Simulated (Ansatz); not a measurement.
# B3LYP/6-31G(d) (Cartesian functions) run of C2H7NSi (SMILES C=N[SiH2]C)

Aim: the vertical singlet–triplet gap of C2H7NSi at B3LYP/6-31G* (Cartesian functions), from 2 runs. 

The calculation is run with Ansatz 0.2.0.

63 further runs of the same task are left out: 63 set aside as unsound or not needed. Runs told in other sessions of the task aren't counted.

**1. The system as given**

C2H7NSi has 11 atoms, charge 0, and is taken as a singlet. As SMILES, `C=N[SiH2]C`. The shape is that of a PBE0-D4/def2-TZVP optimisation. This is one conformer, not always the lowest.

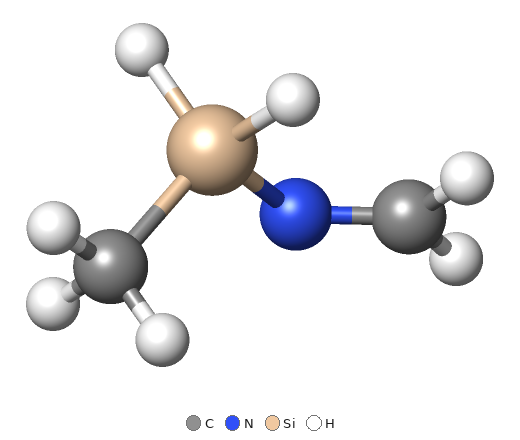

The structure, seen from a chosen angle (carbon grey, nitrogen blue, silicon light orange, hydrogen white).

**2. A single-point energy at B3LYP/6-31G(d) (Cartesian functions)**

File in.yaml:

```yaml
crystal:
  periodic: [false, false, false]
  atoms:
    - {symbol: C, position_ang: [-0.763200, 2.027200, 0.389900]}
    - {symbol: "N", position_ang: [-0.749500, 1.001600, -0.336400]}
    - {symbol: Si, position_ang: [-0.379200, -0.602800, 0.247400]}
    - {symbol: C, position_ang: [1.068600, -1.271000, -0.713200]}
    - {symbol: H, position_ang: [-0.997700, 3.009000, -0.039500]}
    - {symbol: H, position_ang: [-0.550300, 2.023600, 1.471900]}
    - {symbol: H, position_ang: [-0.075100, -0.581600, 1.713400]}
    - {symbol: H, position_ang: [-1.590400, -1.434700, 0.023400]}
    - {symbol: H, position_ang: [0.849500, -1.270200, -1.783000]}
    - {symbol: H, position_ang: [1.292800, -2.296000, -0.407900]}
    - {symbol: H, position_ang: [1.959900, -0.662200, -0.545500]}
basis:
  gaussian: {orbitals: "6-31G*"}
magnetization: {spin_polarized: false, initial_magnetization: 0}
hamiltonian: {xc: {name: B3LYP}}
accuracy: high
output: {orbitals: {seedname: orbitals}}
```

On the command line:

```sh
ansatz run in.yaml --threads 1 --pin off --max-ram 3480MiB --events-out events.jsonl --progress --plain --runs-dir runs
```

Output:

```text
Warning: RAYON_NUM_THREADS=1 ignored (pool sized by the plan → 1); use --threads N
Functional definition: B3LYP
  name "B3LYP"
  parameter a0 = 0.2
  parameter ax = 0.72
  parameter ac = 0.81
  exchange = (1 - a0 - ax)*slater_x + ax*b88_x + a0*exact_x
  correlation = (1 - ac)*vwn_rpa_c + ac*lyp_c
1845 factors; integrals over basis functions are off by at most 3.8e-9 eV
mean field evaluation 1: about -11547.4115 eV, gradient 6.1e1 eV
mean field evaluation 2: about -11536.8275 eV, gradient 8.8e1 eV
mean field evaluation 4: about -11555.5876 eV, gradient 4.4e0 eV
mean field evaluation 8: about -11555.7935 eV, gradient 2.2e-1 eV
mean field evaluation 16: about -11555.7936 eV, gradient 3.2e-5 eV
mean field -11555.79361457 eV, -424.6675825371 hartree, gradient 4.0e-8 eV, S^2 0.000000; 0 other end points of the search recorded, 0 dependent functions left out
reference -11555.79365512 eV, -424.6675840273 hartree; 20, 20 occupied and 58, 58 virtual orbitals, 1845 factors
Total energy: -11555.79365512 eV, -424.6675840273 hartree
```

It took 7.8 s on 1 thread of Arm Neoverse V1, shared host; peak memory 0.25 GiB.

**3. The triplet at the same level**

File input.yaml:

```yaml
basis:
  gaussian:
    orbitals: "6-31G*"
crystal:
  periodic: [false, false, false]
  atoms:
    - symbol: C
      position_ang: [-0.763200, 2.027200, 0.389900]
    - symbol: N
      position_ang: [-0.749500, 1.001600, -0.336400]
    - symbol: Si
      position_ang: [-0.379200, -0.602800, 0.247400]
    - symbol: C
      position_ang: [1.068600, -1.271000, -0.713200]
    - symbol: H
      position_ang: [-0.997700, 3.009000, -0.039500]
    - symbol: H
      position_ang: [-0.550300, 2.023600, 1.471900]
    - symbol: H
      position_ang: [-0.075100, -0.581600, 1.713400]
    - symbol: H
      position_ang: [-1.590400, -1.434700, 0.023400]
    - symbol: H
      position_ang: [0.849500, -1.270200, -1.783000]
    - symbol: H
      position_ang: [1.292800, -2.296000, -0.407900]
    - symbol: H
      position_ang: [1.959900, -0.662200, -0.545500]
magnetization:
  spin_polarized: true
  initial_magnetization: 2
hamiltonian:
  xc: {name: B3LYP}
accuracy: high
output: {orbitals: {seedname: orbitals}}
```

On the command line:

```sh
ansatz run input.yaml --threads 1 --pin off --max-ram 3480MiB --events-out events.jsonl --progress --plain --runs-dir runs
```

Output, cut to the lines that bear on the results:

```text
Warning: RAYON_NUM_THREADS=1 ignored (pool sized by the plan → 1); use --threads N
[... 7 set-up lines as earlier in the session ...]
1845 factors; integrals over basis functions are off by at most 3.8e-9 eV
mean field evaluation 1: about -11543.9585 eV, gradient 4.1e1 eV
mean field evaluation 2: about -11538.0109 eV, gradient 5.3e1 eV
mean field evaluation 4: about -11551.8885 eV, gradient 3.5e0 eV
mean field evaluation 8: about -11552.1052 eV, gradient 1.9e-1 eV
mean field evaluation 16: about -11552.1055 eV, gradient 9.1e-4 eV
mean field evaluation 32: about -11551.2596 eV, gradient 5.4e0 eV
mean field -11552.10554317 eV, -424.5320484131 hartree, gradient 5.0e-8 eV, S^2 2.005459; 2 other end points of the search recorded, 0 dependent functions left out
reference -11552.10558285 eV, -424.5320498713 hartree; 21, 19 occupied and 57, 59 virtual orbitals, 1845 factors
Total energy: -11552.10558285 eV, -424.5320498713 hartree
```

Run time: 17 s. Hardware: 1 thread of Arm Neoverse V1, shared host; peak memory 0.36 GiB.

**4. Summary of results**

Level: B3LYP/6-31G* (Cartesian functions).

| quantity | value |
| --- | --- |
| singlet: total energy | -424.66758 Eh |
| singlet: HOMO energy | -6.60 eV |
| singlet: LUMO energy | -0.61 eV |
| singlet: HOMO–LUMO gap | 5.98 eV |
| triplet: total energy | -424.53205 Eh |
| triplet: HOMO energy (highest over α and β) | -2.79 eV |
| triplet: ⟨S²⟩ | 2.005 |
| vertical energy of the triplet above the singlet | 3.688 eV |

In words: At this shape the triplet lies 3.69 eV (85 kcal/mol) above the singlet.
